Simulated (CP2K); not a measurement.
Consider 3-isocyanofuran at its PBE geometry (Å).

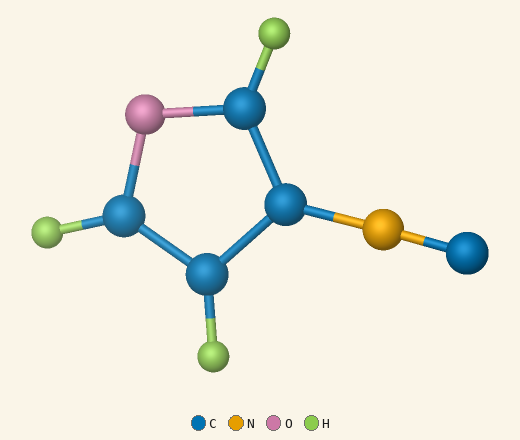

The molecule (carbon blue, nitrogen orange, oxygen pink, hydrogen green).

```xyz
10

C     3.1771   -0.2520   -0.0545
N     2.0014   -0.0947   -0.0316
C     0.6366    0.0548   -0.0074
C    -0.3368   -1.0039   -0.0363
C    -1.5515   -0.3881    0.0040
O    -1.4017    0.9809    0.0581
C    -0.0587    1.2393    0.0515
H    -0.1366   -2.0676   -0.0797
H    -2.5735   -0.7462    0.0024
H     0.2436    2.2776    0.0936
```

Method: CP2K XAS_TDP, all-electron GAPW, PBEh(45%), aug-cc-pVDZ, TDA, GW2X-corrected core level, no relativity.

**Question.** Predict the bright core excitations at the N K edge.

Leading lines: N2 402.13 eV. The leading line of an atom is its first one with 35 % of the strongest within 2.5 eV of its lowest line over the strength cut. Core ionisation energies at this level: N2 407.06 eV.

The first six lines of each atom with a strength over 0.0015:

```tsv
atom	energy (eV)	states	strength, one atom	above the computed threshold
N2 (bonded to 2 C)	402.13	1	0.0304	
	402.24	1	0.0386	
	404.89	1	0.0088	
	406.38	1	0.0020	
	406.40	1	0.0088	
	406.81	1	0.0065
```

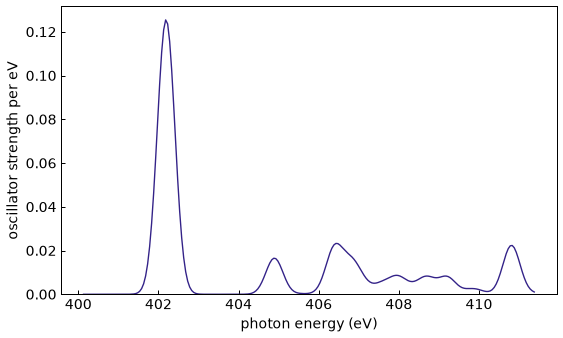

All atoms added, broadened by 0.5 eV.

Lines are vertical, at one geometry, with no vibrational structure. GW2X ionisation energies and lines can be off by 1 to 2 eV either way, and a good line position may hide errors that cancel. These values hold no scalar relativity, about 0.2 eV for N 1s. Rydberg lines, and the discretised continuum above threshold, depend on the basis and the box.

[Banner, clock and machine lines of the logs are left out without a mark of their own.]

[Logs are printed without paths, hosts, clocks, repeated set-up lines and the standing remarks that a program may print on its own settings, such as how far it seeks lower states.]

[Hosts, paths, dates, database ids (printed as entryN), source tags and the programs' standing remarks are cut or masked in the printed files.]
